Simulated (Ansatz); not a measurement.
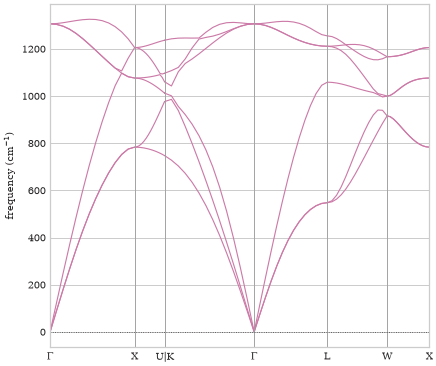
Figure. Phonon dispersion of C (diamond, space group No. 227), plane-wave PAW PBE+D3(BJ) (Ansatz code); imaginary frequencies are drawn negative

Q: Is this phase dynamically stable?

A: Yes, on this path no branch is imaginary.

Q: How high does the spectrum reach?

A: About 1300 cm⁻¹ (39.7 THz).

Space group Fd-3m (diamond). The cell was relaxed with PBE+D3(BJ) under the symmetry of its start. The volume moved by -27 % from the start of the relaxation.

Potentials: the later of the program's two PAW sets.
